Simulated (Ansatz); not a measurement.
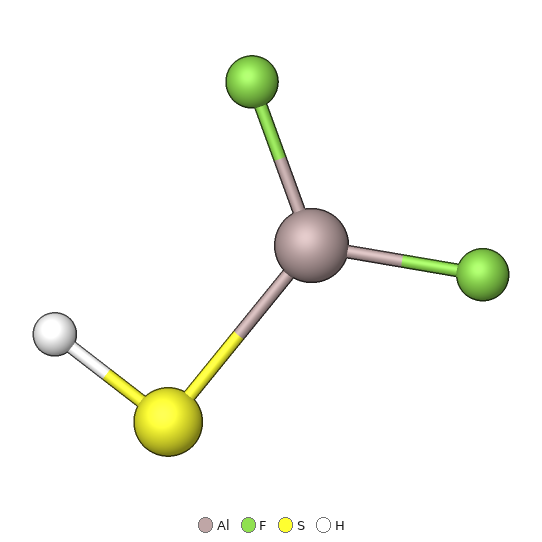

What is the molecular formula?

AlF₂HS, 5 atoms: 1 aluminium, 2 fluorine, 1 hydrogen and 1 sulfur.

How many atoms are distinct by symmetry?

5: 1 Al, 1 F, 1 F, 1 S, 1 H.

How many bonds of each kind are drawn?

2 Al–F, 1 Al–S, 1 S–H. Sticks follow a distance rule.

What is the point group of this geometry?

Cs.

More results for the same structure follow; atom numbers are the same in all pictures, views and colours differ. The computed structure is the end point of a PBE0-D4/def2-TZVP optimisation.

### Geometry

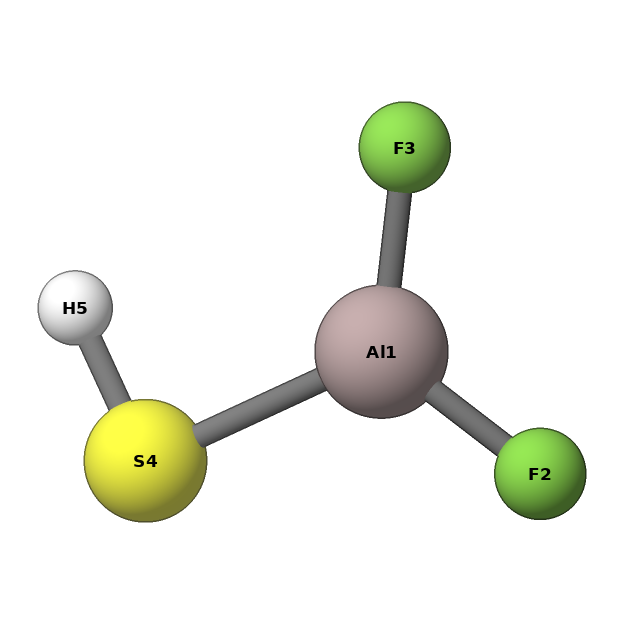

Estimate the angles F2–Al1–F3, F2–Al1–S4, F3–Al1–S4, Al1–S4–H5.

| angle | degrees |
| --- | --- |
| F2–Al1–F3 | 119.3 |
| F2–Al1–S4 | 119.7 |
| F3–Al1–S4 | 121.0 |
| Al1–S4–H5 | 91.6 |

### Dipole moment

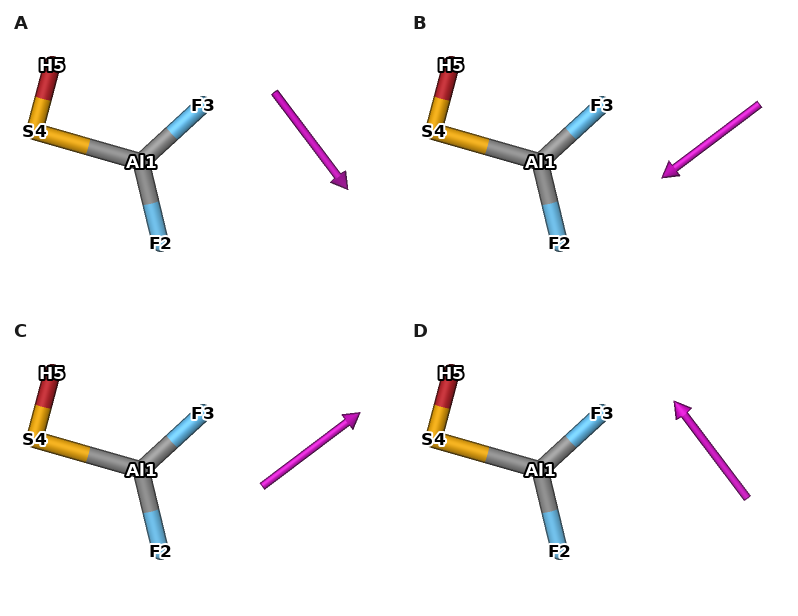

The same molecule four times, each with an arrow. Method: RKS PBE0-D4/def2-TZVP (Ansatz 0.2.0).

Which arrow points along the dipole moment, from the negative to the positive end?

D. The dipole moment is 1.35 D; it points from the side of F2 to the side of H5 (the outermost atoms at the two ends).

### Electronic properties

Level of theory: RKS PBE0-D4/def2-TZVPP (Ansatz 0.2.0).

Estimate the HOMO–LUMO gap.

7.27 eV.

Estimate the HOMO energy (Kohn–Sham orbital).

−8.36 eV.

### Thermal motion

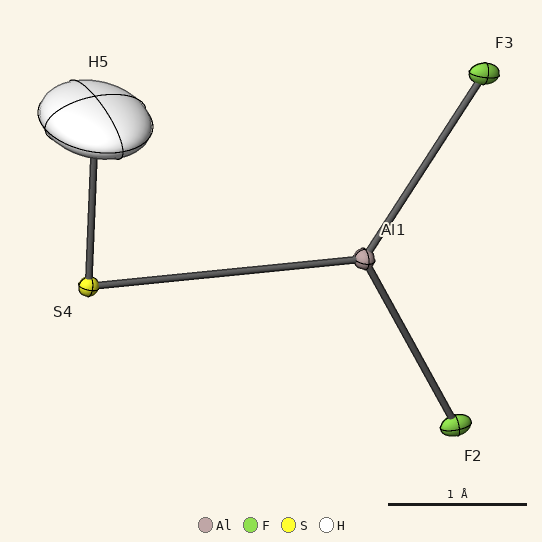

Displacement ellipsoids at the 50 % level, enlarged 1.5 times, from the internal vibrations of the free molecule (harmonic, no overall translation or rotation; no half-axis is drawn under 0.075 Å). Vibrations computed with RKS PBE0-D4/def2-TZVP (Ansatz 0.2.0). Temperature: 0 K (zero-point motion alone).

Which atom moves most?

H5, with U_eq = 0.0316 Å².

Does H5 move more along its bond or across it?

Across it: the root-mean-square amplitude is 0.082 Å along the bond and up to 0.245 Å across, since bending and torsion are softer than stretching.

List U_eq and the three principal root-mean-square amplitudes for each kind of atom.

```
atom  U_eq (Å²)   rms amplitudes (Å)
 Al1     0.0012  0.029, 0.033, 0.041
  F2     0.0014  0.022, 0.035, 0.051
  F3     0.0014  0.022, 0.036, 0.051
  S4    0.00061  0.012, 0.027, 0.031
  H5     0.0316  0.082, 0.168, 0.245
```
